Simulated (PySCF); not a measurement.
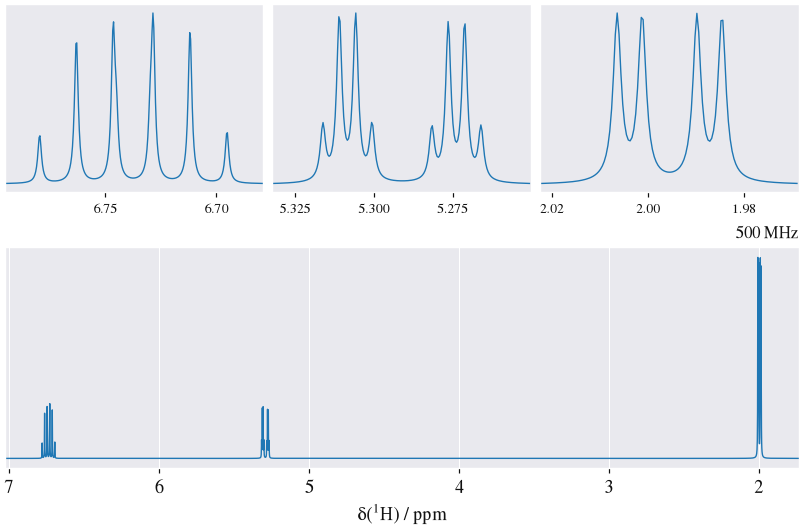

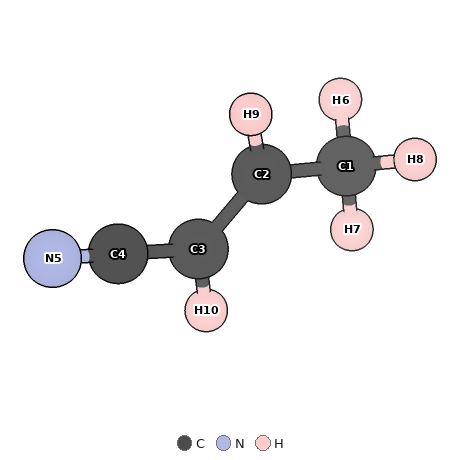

C₄H₅N ((E)-2-butenenitrile), SMILES C/C=C/C#N. Simulated ¹H spectrum at 500 MHz, line width 1.0 Hz, from GIAO shifts (PBE0/pcSseg-1, against TMS) and couplings (B3LYP/pcJ-1), PySCF, at a PBE0-D3(BJ)/def2-SVP geometry (no frequency check). Gas phase, values of one conformer, averaged over methyl-type rotors and exact or near symmetry; couplings among ¹H are treated exactly, other nuclei are left out. The spin-dipole term of J is left out for all pairs. The upper panels enlarge each group of lines, each scaled alone.

**Assign the signals.**

```tsv
δ (ppm)	nuclei	atoms
6.74	1	H9
5.29	1	H10
2.00	3	H6, H7, H8
```

**Which couplings enter the simulation?**

| pair | J (Hz) |
| --- | --- |
| H9–H10 | 17.3 |
| H9 – H6/H7/H8 | 8.3 |
| H10 – H6/H7/H8 | −2.6 |

Not listed: couplings under 0.5 Hz, those between magnetically equivalent nuclei.
